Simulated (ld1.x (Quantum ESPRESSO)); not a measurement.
# Pseudopotential generation for F: TM, PBE

Do these settings give a usable potential? It is generated, then checked for transferability, scattering, ghosts and hardness.

Method: ld1.x (Quantum ESPRESSO) 7.5, PBE, scalar-relativistic.

## (1) Settings

Typed settings, in words:

- element: fluorine (F, Z = 9)
- type: norm-conserving Troullier–Martins (Kleinman–Bylander form)
- frozen core: [He]
- valence charge: 7
- reference configuration: 2s1.75 2p5.25
- partial waves: 2s (bound): rc 0.80 bohr; 2p (bound): rc 1.10 bohr; 3d channel at -0.05 Ry: rc 0.95 bohr
- local potential: the d channel
- core correction: a·sin(br)/r model core inside 0.70 bohr

## (2) Generation

Contents of F.in:

```
 &input
   title='F', zed=9., rel=1, dft='PBE', iswitch=3,
   config='[He] 2s1.75 2p5.25 3d-2',
   nld=3, rlderiv=1.20, eminld=-4.0, emaxld=5.0, deld=0.02
 /
 &inputp
   pseudotype=2, tm=.true., lloc=2,
   nlcc=.true., rcore=0.70,
   file_pseudopw='F.UPF', file_wfcaegen='ae.wfc', file_wfcncgen='nc.wfc', file_beta='beta', file_chi='chi'
 /
3
2S  1  0   1.75   0.00  0.80  0.80  0.0
2P  2  1   5.25   0.00  1.10  1.10  0.0
3D  3  2  -2.00  -0.05  0.95  0.95  0.0
 &test
   configts(1)='2s1.75 2p5.25'
 /
```

Started as:

```sh
$ ld1.x < F.in > F.out
```

What the program wrote to F.out (without the banner and most projector matrices):

```text
     Program LD1 v.7.5
     --------------------------- All-electron run ----------------------------

     F
     scalar relativistic calculation

     atomic number is  9.00
     dft =PBE   lsd =0 sic =0 latt =0  beta=0.20 tr2=1.0E-14
     Exchange-correlation= PBE
                           (   1   4   3   4   0   0   0)
     mesh =1105 r(mesh) =  99.76081 a.u. xmin = -7.00 dx = 0.01250
     1 Ry =  13.60569312 eV, c = 137.03599908

     n l     nl                  e(Ry)          e(Ha)          e(eV)
     1 0     1S 1( 2.00)       -48.7688       -24.3844      -663.5340
     2 0     2S 1( 1.75)        -2.2066        -1.1033       -30.0218
     2 1     2P 1( 5.25)        -0.8247        -0.4124       -11.2210

     final scf error:  6.3E-15 reached in  28 iterations

     Etot =    -199.143986 Ry,     -99.571993 Ha,   -2709.491965 eV

     Ekin =     198.976598 Ry,      99.488299 Ha,    2707.214525 eV
     Encl =    -476.980055 Ry,    -238.490028 Ha,   -6489.644255 eV
     Eh   =      99.247662 Ry,      49.623831 Ha,    1350.333236 eV
     Exc  =     -20.388191 Ry,     -10.194096 Ha,    -277.395470 eV

     normalization and overlap integrals

     s(1S/1S) =  1.000000  <r> =   0.1763  <r2> =    0.0420  r(max) =   0.1139
     s(2S/2S) =  1.000000  <r> =   1.0031  <r2> =    1.2272  r(max) =   0.7617
     s(2P/2P) =  1.000000  <r> =   1.1037  <r2> =    1.6332  r(max) =   0.7066

     ------------------------ End of All-electron run ------------------------

     --------------------- Generating NC pseudopotential ---------------------

      Generating local pot.: lloc=2, matching radius rcloc =   0.9500

      Computing core charge for nlcc:

       r > 0.71 : true rho core
       r < 0.71 : rho core = a sin(br)/r    a=   0.10  b=   4.03

      Integrated core pseudo-charge :   0.02

      Wfc   2S  rcut= 0.801  Using Troullier-Martins method

      Wfc   2P  rcut= 1.108  Using Troullier-Martins method

     ------------------- End of pseudopotential generation -------------------

     [... the all-electron block is printed once more ...]


     Computing logarithmic derivative in   1.20207
     Computing logarithmic derivative in   1.20207
     Computing the partial wave expansion
     R is outside the sphere for l=    0 j= 0.00
     R is outside the sphere for l=    1 j= 0.00
       no projector for channel:   2

     ---------------------- Testing the pseudopotential ----------------------

     F
     scalar relativistic calculation

     atomic number is  9.00   valence charge is  7.00
     dft =PBE   lsd =0 sic =0 latt =0  beta=0.20 tr2=1.0E-14
     mesh =1105 r(mesh) =  99.76081 xmin = -7.00 dx = 0.01250

     n l     nl             e AE (Ry)        e PS (Ry)    De AE-PS (Ry)
     1 0     2S   1( 1.75)       -2.20656       -2.20662        0.00006
     2 1     2P   1( 5.25)       -0.82473       -0.82475        0.00001

     eps = 2.0E-16  iter =  6

     Etot =    -199.143986 Ry,     -99.571993 Ha,   -2709.491965 eV
     Etotps =   -47.699614 Ry,     -23.849807 Ha,    -648.986313 eV

     Ekin =      35.745445 Ry,      17.872723 Ha,     486.341557 eV
     Encl =    -116.086633 Ry,     -58.043316 Ha,   -1579.439100 eV
     Ehrt =      42.126358 Ry,      21.063179 Ha,     573.158294 eV
     Ecxc =      -9.011428 Ry,      -4.505714 Ha,    -122.606728 eV
     (Ecc =      -0.010063 Ry,      -0.005032 Ha,      -0.136920 eV)
     Epseu=      -0.473356 Ry,      -0.236678 Ha,      -6.440337 eV

     ---------------------- End of pseudopotential test ----------------------
```

Run time: 0.9 s. Hardware: 1 thread of Neoverse-V1, shared host. (Generation and the later configuration tests together.)

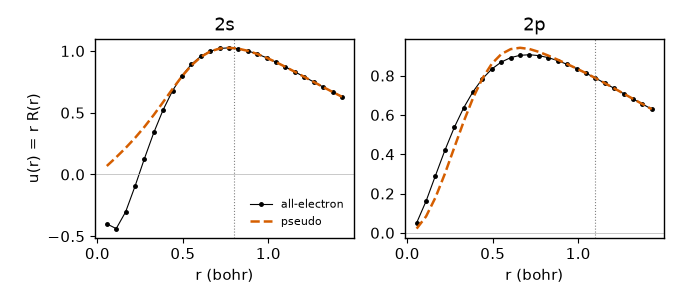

Bound waves of the atom and their pseudo partners (2s, 2p), with the matching radii dotted. The curves join 26 sampled radii.

## (3) Testing the new file in other configurations

Contents of F.test.in:

```
 &input
   title='F', zed=9., rel=1, dft='PBE', iswitch=2,
   config='[He] 2s1.75 2p5.25 3d-2'
 /
 &test
   file_pseudo='F.UPF', nconf=8,
   configts(1)='2s1.75 2p5.25',
   configts(2)='2s2 2p5',
   configts(3)='2s2 2p4',
   configts(4)='2s2 2p3',
   configts(5)='2s2 2p4.5',
   configts(6)='2s2 2p5.3',
   configts(7)='2s2 2p2',
   configts(8)='2s2 2p1'
 /
```

Started as:

```sh
$ ld1.x < F.test.in > F.test.out
```

F.test.out, the pseudopotential blocks:

```text
     ---------------------- Testing the pseudopotential ----------------------

     F
     scalar relativistic calculation

     atomic number is  9.00   valence charge is  7.00
     dft =PBE   lsd =0 sic =0 latt =0  beta=0.20 tr2=1.0E-14
     mesh =1105 r(mesh) =  99.76081 xmin = -7.00 dx = 0.01250

     n l     nl             e AE (Ry)        e PS (Ry)    De AE-PS (Ry)
     1 0     2S   1( 1.75)       -2.20656       -2.20662        0.00006
     2 1     2P   1( 5.25)       -0.82473       -0.82475        0.00001

     eps = 1.3E-15  iter =  6

     Etot =    -199.143986 Ry,     -99.571993 Ha,   -2709.491965 eV
     Etotps =   -47.699614 Ry,     -23.849807 Ha,    -648.986314 eV

     Ekin =      35.745445 Ry,      17.872723 Ha,     486.341556 eV
     Encl =    -116.086633 Ry,     -58.043316 Ha,   -1579.439100 eV
     Ehrt =      42.126358 Ry,      21.063179 Ha,     573.158295 eV
     Ecxc =      -9.011428 Ry,      -4.505714 Ha,    -122.606728 eV
     (Ecc =      -0.010063 Ry,      -0.005032 Ha,      -0.136920 eV)
     Epseu=      -0.473356 Ry,      -0.236678 Ha,      -6.440337 eV

     ---------------------- End of pseudopotential test ----------------------

     ---------------------- Testing the pseudopotential ----------------------

     F
     [...]
     n l     nl             e AE (Ry)        e PS (Ry)    De AE-PS (Ry)
     1 0     2S   1( 2.00)       -2.19758       -2.19793        0.00035
     2 1     2P   1( 5.00)       -0.81670       -0.81637       -0.00033

     eps = 6.4E-16  iter =  9

     Etot =    -199.489330 Ry,     -99.744665 Ha,   -2714.190600 eV
     Etotps =   -48.045044 Ry,     -24.022522 Ha,    -653.686125 eV
     dEtot_ae =      -0.345343 Ry
     dEtot_ps =      -0.345430 Ry,   Delta E=       0.000086 Ry

     [...]
     ---------------------- End of pseudopotential test ----------------------

     ---------------------- Testing the pseudopotential ----------------------

     F
     [...]
     n l     nl             e AE (Ry)        e PS (Ry)    De AE-PS (Ry)
     1 0     2S   1( 2.00)       -3.48292       -3.48426        0.00134
     2 1     2P   1( 4.00)       -2.08065       -2.07848       -0.00218

     eps = 9.7E-15  iter = 17

     Etot =    -198.064175 Ry,     -99.032088 Ha,   -2694.800384 eV
     Etotps =   -46.620776 Ry,     -23.310388 Ha,    -634.307971 eV
     dEtot_ae =       1.079811 Ry
     dEtot_ps =       1.078838 Ry,   Delta E=       0.000973 Ry

     [...]
     ---------------------- End of pseudopotential test ----------------------

     ---------------------- Testing the pseudopotential ----------------------

     F
     [...]
     n l     nl             e AE (Ry)        e PS (Ry)    De AE-PS (Ry)
     1 0     2S   1( 2.00)       -4.99731       -4.99822        0.00090
     2 1     2P   1( 3.00)       -3.60167       -3.59169       -0.00999  !

     eps = 6.0E-15  iter = 22

     Etot =    -195.242940 Ry,     -97.621470 Ha,   -2656.415526 eV
     Etotps =   -43.804723 Ry,     -21.902362 Ha,    -595.993620 eV
     dEtot_ae =       3.901046 Ry
     dEtot_ps =       3.894891 Ry,   Delta E=       0.006155 Ry

     [...]
     ---------------------- End of pseudopotential test ----------------------

     ---------------------- Testing the pseudopotential ----------------------

     F
     [...]
     n l     nl             e AE (Ry)        e PS (Ry)    De AE-PS (Ry)
     1 0     2S   1( 2.00)       -2.80814       -2.80899        0.00086
     2 1     2P   1( 4.50)       -1.41356       -1.41271       -0.00085

     eps = 2.4E-15  iter = 14

     Etot =    -198.934914 Ry,     -99.467457 Ha,   -2706.647396 eV
     Etotps =   -47.490858 Ry,     -23.745429 Ha,    -646.146038 eV
     dEtot_ae =       0.209072 Ry
     dEtot_ps =       0.208756 Ry,   Delta E=       0.000316 Ry

     [...]
     ---------------------- End of pseudopotential test ----------------------

     ---------------------- Testing the pseudopotential ----------------------

     F
     [...]
     n l     nl             e AE (Ry)        e PS (Ry)    De AE-PS (Ry)
     1 0     2S   1( 2.00)       -1.86725       -1.86737        0.00012
     2 1     2P   1( 5.30)       -0.49676       -0.49655       -0.00021

     eps = 2.1E-15  iter = 11

     Etot =    -199.685554 Ry,     -99.842777 Ha,   -2716.860368 eV
     Etotps =   -48.241210 Ry,     -24.120605 Ha,    -656.355094 eV
     dEtot_ae =      -0.541568 Ry
     dEtot_ps =      -0.541595 Ry,   Delta E=       0.000028 Ry

     [...]
     ---------------------- End of pseudopotential test ----------------------

     ---------------------- Testing the pseudopotential ----------------------

     F
     [...]
     n l     nl             e AE (Ry)        e PS (Ry)    De AE-PS (Ry)
     1 0     2S   1( 2.00)       -6.70364       -6.69885       -0.00479
     2 1     2P   1( 2.00)       -5.34782       -5.31633       -0.03149  !

     eps = 5.6E-15  iter = 18

     Etot =    -190.786158 Ry,     -95.393079 Ha,   -2595.777923 eV
     Etotps =   -39.366924 Ry,     -19.683462 Ha,    -535.614290 eV
     dEtot_ae =       8.357828 Ry
     dEtot_ps =       8.332690 Ry,   Delta E=       0.025138 Ry

     [...]
     ---------------------- End of pseudopotential test ----------------------

     ---------------------- Testing the pseudopotential ----------------------

     F
     [...]
     n l     nl             e AE (Ry)        e PS (Ry)    De AE-PS (Ry)
     1 0     2S   1( 2.00)       -8.57765       -8.55544       -0.02221  !
     2 1     2P   1( 1.00)       -7.29740       -7.21794       -0.07946  !

     eps = 7.5E-15  iter = 17

     Etot =    -184.479831 Ry,     -92.239915 Ha,   -2509.975963 eV
     Etotps =   -33.112898 Ry,     -16.556449 Ha,    -450.523930 eV
     dEtot_ae =      14.664156 Ry
     dEtot_ps =      14.586716 Ry,   Delta E=       0.077439 Ry

     [...]
     ---------------------- End of pseudopotential test ----------------------
```

Energies count from the reference configuration 2s1.75 2p5.25; the error is all-electron less pseudo.

```tsv
valence configuration	charge	ΔE all-electron (eV)	error AE − PS (meV)
2s2 2p5	0	-4.699	+1.2
2s2 2p4	+1	14.692	+13
2s2 2p3	+2	53.076	+84
2s2 2p4.5	+0.5	2.845	+4.3
2s2 2p5.3	-0.3	-7.368	+0.4
2s2 2p2	+3	113.714	+342
2s2 2p1	+4	199.516	+1054
```

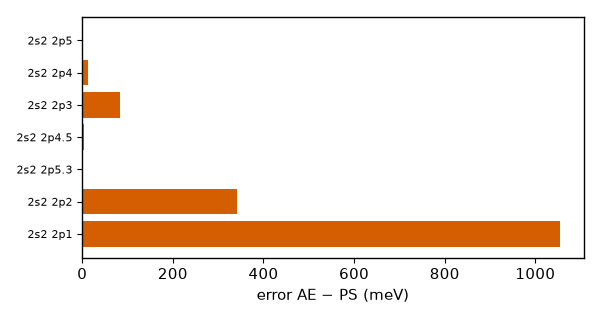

Error of the potential in each test configuration.

## (4) Logarithmic derivatives

Taken from the files of the generation run. The phase is arctan(r·u′/u) with u = r·R, unwrapped, with energies in Ry. A pole is an energy at which the radial function vanishes at the test radius. The pseudo phase is shifted by a multiple of π to meet the all-electron one at the reference energy. Levels narrower than the energy grid can be missing from the poles. The last column is the largest difference on the grid between −1 and +1 Ry.

| channel | radius (bohr) | reference (Ry) | poles AE | poles PS | window around the reference with phases within 0.05 rad (Ry) | largest difference near zero (rad) |
| --- | --- | --- | --- | --- | --- | --- |
| s | 1.20 | -2.21 | 1.36 | 1.34 | the whole range | 0.002 |
| p | 1.20 | -0.82 | 2.05 | 2.08 | the whole range | 0.002 |
| d | 1.20 | -0.05 | none | none | the whole range | 0.000 |

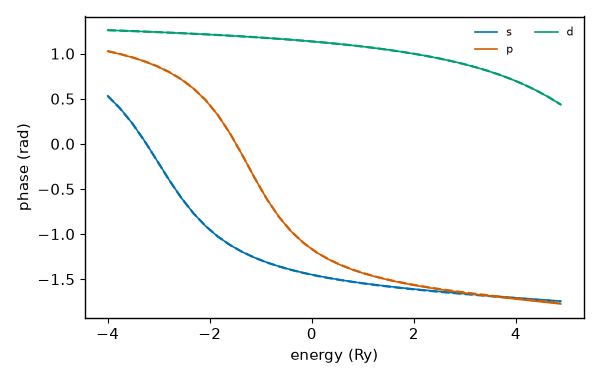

Phases by channel: all-electron solid, pseudo dashed.

## (5) Cutoff and ghost test in a Bessel basis

This step uses the generator's waves and projectors in a separate script. Basis: spherical Bessel functions vanishing at 20 bohr, q² up to the cutoff; potential fixed at the reference.

All-electron valence levels (Ry): 2s -2.2066, 2p -0.8247. The lowest levels of each channel (Ry) by cutoff; the last column sums, over occupied levels, occupation times the distance from the level at 400 Ry. A positive value at high cutoff is not a bound level.

| cutoff (Ry) | s #1 | p #1 | d #1 | f #1 | Σ f·Δε (mRy) |
| --- | --- | --- | --- | --- | --- |
| 8 | -1.9525 | -0.0124 | 0.0806 | 0.1213 | 4709.7 |
| 15 | -2.0405 | -0.1277 | 0.0806 | 0.1213 | 3950.1 |
| 25 | -2.0500 | -0.3136 | 0.0806 | 0.1213 | 2957.7 |
| 40 | -2.1164 | -0.5511 | 0.0806 | 0.1213 | 1594.4 |
| 55 | -2.1675 | -0.7122 | 0.0806 | 0.1213 | 659.5 |
| 70 | -2.1918 | -0.7875 | 0.0806 | 0.1213 | 221.4 |
| 100 | -2.2021 | -0.8232 | 0.0806 | 0.1213 | 16.0 |
| 140 | -2.2029 | -0.8243 | 0.0806 | 0.1213 | 8.9 |
| 200 | -2.2059 | -0.8247 | 0.0806 | 0.1213 | 1.5 |
| 230 | -2.2064 | -0.8247 | 0.0806 | 0.1213 | 0.5 |
| 300 | -2.2065 | -0.8247 | 0.0806 | 0.1213 | 0.3 |
| 400 | -2.2066 | -0.8247 | 0.0806 | 0.1213 | 0.0 |

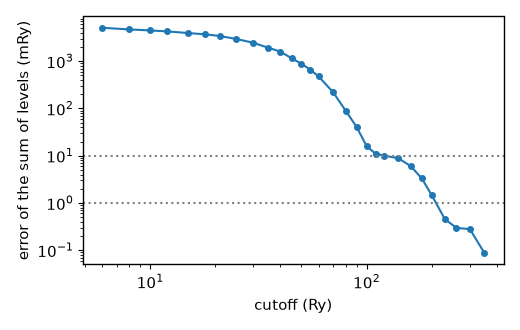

Occupation-weighted error of the valence levels against the cutoff; the dotted lines mark 10 and 1 mRy.

The sum stays within 10 mRy from 140 Ry and within 1 mRy from 230 Ry. The sum leaves out empty levels, which can need more. Ghost test: no level below the all-electron spectrum of its channel (s, p, d, f tested).

## (6) Summary of results

| quantity | value |
| --- | --- |
| cutoffs for 10 and 1 mRy, occupied levels | 140 Ry and 230 Ry |
| bound ghosts | none found |
| largest test error (AE − PS) | +1054 meV, for 2s2 2p1 |
| largest phase difference near zero energy, channels read | 0.002 rad |

What this shows: By total energies transferability is poor: the largest error is 1054 meV on 199.5 eV, for 2s2 2p1. That test lies far up in energy; among those under 40 eV, nearer to bonding, the largest error is 13 meV. The potential is very hard: the looser tolerance needs 140 Ry. The slowest occupied level is 2s: taken alone it needs 200 Ry to come within 1 mRy, against 110 Ry for 2p. No bound ghost shows below the valence levels. Near zero energy the phases of the channels with partial waves agree within 0.002 rad.
